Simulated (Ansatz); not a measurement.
# Calculations on C2H9AlFN

## 1. Relaxation

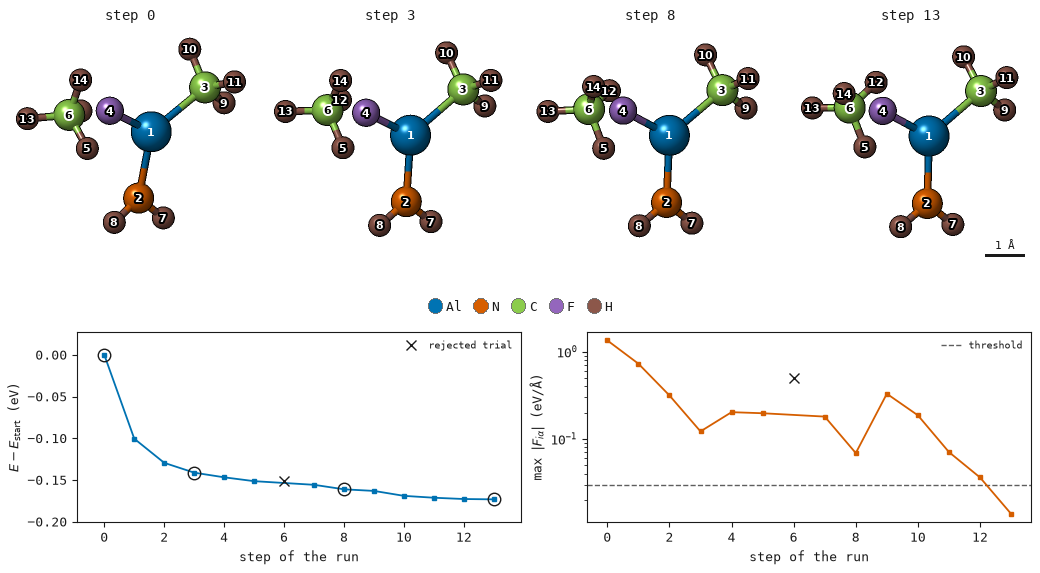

Frames of a relaxation of C₂H₉AlFN, marked on the history of the run. Style: ball-and-stick. Shown at a tilt.

The run prepares an end point of a later path (reaction) calculation, from a guessed geometry.

All numbers below come from RKS CAM-B3LYP-D4/cc-pVDZ (Ansatz 0.2.0). Settings: no spin polarisation; force threshold 0.03 eV/Å; at most 50 steps.

Q: What happens along the run?

A: The largest move after the best rigid fit is that of H12, 1.03 Å. By element the largest moves are H 1.03 Å, N 0.39 Å, F 0.36 Å, C 0.25 Å, Al 0.17 Å. Near-neighbour distances that change, for instance: Al1–N2 1.863 → 1.774 Å, H5–C6 1.088 → 1.101 Å, Al1–F4 1.689 → 1.697 Å. Over 12 accepted moves (13 points after the start) the energy falls by 0.173 eV. Largest force component: 1.3 eV/Å at the start, 0.014 eV/Å at the end. The line search rejected the trial step at point 6 of the run. From step 0 to 3: N and H atoms move most (0.30 Å), energy −0.141 eV. From step 3 to 8: H12 moves most (0.43 Å), energy −0.020 eV. From step 8 to 13: H12 moves most (0.42 Å), energy −0.012 eV.

Limits of the set-up: the start holds two separate molecules, 2.3 Å apart at their closest, whose relative position is a soft coordinate.

## 2. Relaxation

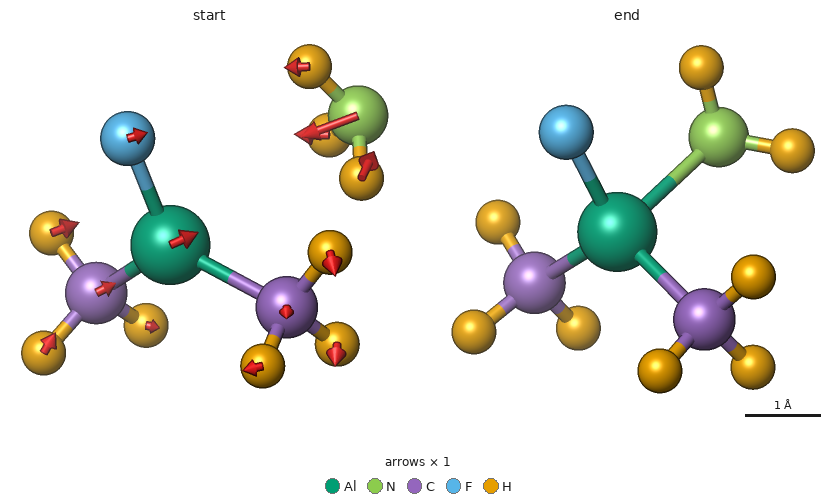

The structure of C$_{2}$H$_{9}$AlFN before (left) and after (right) a relaxation, at one scale. The red arrows give the displacements, at their true length.

A ball-and-stick model, seen from a free direction.

The run prepares an end point of a later path (reaction) calculation, from a guessed geometry.

Level of theory: Ansatz 0.2.0, RKS CAM-B3LYP-D4/cc-pVDZ.

Input
```yaml
crystal:
  periodic: [false, false, false]
  atoms:
    - { symbol: Al, position_ang: [-0.770151, -0.133278, 0.46411] }
    - { symbol: "N", position_ang: [1.112683, 1.680027, -1.396081] }
    - { symbol: C, position_ang: [-1.249416, -1.742959, -0.512084] }
    - { symbol: F, position_ang: [-1.889598, 1.144543, 0.431495] }
    - { symbol: H, position_ang: [1.357376, 1.306837, -0.477449] }
    - { symbol: C, position_ang: [0.831418, 0.185749, 1.553455] }
    - { symbol: H, position_ang: [0.973692, 0.89892, -2.037556] }
    - { symbol: H, position_ang: [0.224583, 2.174991, -1.302812] }
    - { symbol: H, position_ang: [-0.373975, -2.207846, -0.995313] }
    - { symbol: H, position_ang: [-1.670476, -2.498931, 0.174666] }
    - { symbol: H, position_ang: [-2.009149, -1.543873, -1.283713] }
    - { symbol: H, position_ang: [1.728294, -0.304102, 1.13904] }
    - { symbol: H, position_ang: [1.034964, 1.261645, 1.670769] }
    - { symbol: H, position_ang: [0.699754, -0.221623, 2.571573] }
basis:
  gaussian: { orbitals: cc-pVDZ }
hamiltonian:
  xc: cam_b3lyp
  dispersion: d4
relax:
  f_tol: 0.03
  max_steps: 50
output:
  orbitals: {}
```

Command:
```bash
ansatz run input.yaml --threads 4 --pin off --max-ram 5120MiB --backend cpu --events-out ev --progress --plain --runs-dir out
```

### Describe what moved and what it gained.

The energy falls by 27.1 kcal/mol in 10 accepted moves (11 points after the start). The largest force component goes from 0.34 to 0.024 eV/Å. The line search rejected the trial step at point 8 of the run. N2 moves most after the best rigid fit: 0.82 Å. By element the largest moves are N 0.82 Å, H 0.56 Å, Al 0.43 Å, C 0.30 Å, F 0.29 Å. Among the contacts that change: Al1–N2 3.208 → 2.088 Å, Al1–C3 1.943 → 1.966 Å, Al1–F4 1.699 → 1.723 Å. New bonds form, among them: Al1–N2 (3.21 → 2.09 Å). Among the angles between lasting bonds that change: C3–Al1–C6 127.9° → 122.5°, C3–Al1–F4 116.8° → 114.8°. Cost: 50 s on 4 threads of Arm Neoverse N1 (shared host), peak memory 0.34 GiB.

## 3. Path

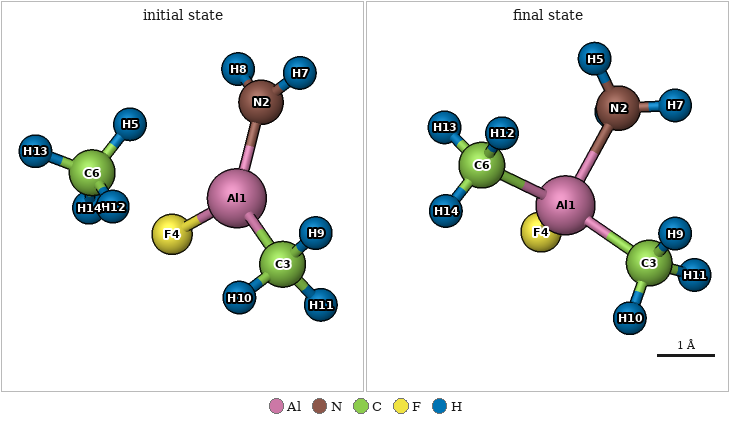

The two relaxed end points of a path for C$_{2}$H$_{9}$AlFN, made up at the start of CH$_{5}$AlFN and CH₄. Style: ball-and-stick. Shown at a tilt.

Theory: RKS CAM-B3LYP-D4/cc-pVDZ in Ansatz.

Set-up: 5 movable images; climbing image; force threshold 0.05 eV/Å; iteration limit 60.

Start:
```xyz
14

Al   -0.8793    0.3163   -0.6015
N     0.0254    1.3061   -1.7623
C    -1.0028   -1.6176   -0.6280
F    -1.7763    1.1835    0.5484
H     1.5487    0.6583    0.7275
C     1.2205    0.3145    1.7203
H     0.5850    0.9441   -2.5268
H     0.0494    2.3205   -1.7584
H    -0.2508   -2.0783   -1.2869
H    -0.8762   -2.0345    0.3834
H    -1.9974   -1.9334   -0.9842
H     1.2843   -0.7807    1.7753
H     1.8803    0.7577    2.4785
H     0.1891    0.6436    1.9148
```

End:
```xyz
14

Al   -0.4644    0.1248    0.2846
N     0.5320    1.1263   -1.2523
C    -1.0472   -1.5452   -0.5744
F    -1.6650    1.3583    0.3544
H     1.4744    1.4415   -1.0152
C     0.8360    0.1565    1.7589
H     0.5825    0.6132   -2.1340
H    -0.0444    1.9583   -1.4080
H    -0.1939   -2.1705   -0.8945
H    -1.6431   -2.1661    0.1171
H    -1.6795   -1.3670   -1.4617
H     1.7449   -0.4282    1.5281
H     1.1570    1.1803    2.0189
H     0.4108   -0.2824    2.6781
```

Q: Predict the minimum-energy path and its barrier.

A: The energy climbs by 29.7 kcal/mol to image 3 and then falls by 35.6 kcal/mol, so the end point sits at −5.9 kcal/mol. Breaking: H5–C6 (1.10 → 1.41 at the top → 3.12 Å). Forming: Al1–C6 (3.13 → 2.18 at the top → 1.97 Å), N2–H5 (2.99 → 1.35 at the top → 1.02 Å). The band converged in 13 iterations. The largest component of the band force went from 7.5 to 0.023 eV/Å. The climbing image converged on the top of the path. Its vibrational analysis gives one imaginary mode (1482i cm⁻¹), as a transition state must have.

Energies of the converged images:

```json
{"image": "0", "path (Å)": "0.00", "E (kcal/mol)": "0.0"}
{"image": "1", "path (Å)": "0.93", "E (kcal/mol)": "0.5"}
{"image": "2", "path (Å)": "1.86", "E (kcal/mol)": "3.8"}
{"image": "3", "path (Å)": "2.79", "E (kcal/mol)": "29.7"}
{"image": "4", "path (Å)": "3.49", "E (kcal/mol)": "4.3"}
{"image": "5", "path (Å)": "4.20", "E (kcal/mol)": "-4.6"}
{"image": "6", "path (Å)": "4.90", "E (kcal/mol)": "-5.9"}
```

The geometry at the top of the path:

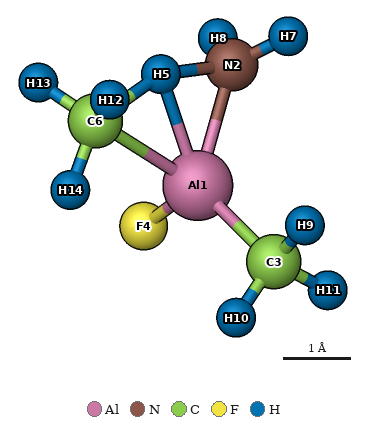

Limits of the set-up: the start holds two separate molecules, 2.5 Å apart at their closest, whose relative position is a soft coordinate.
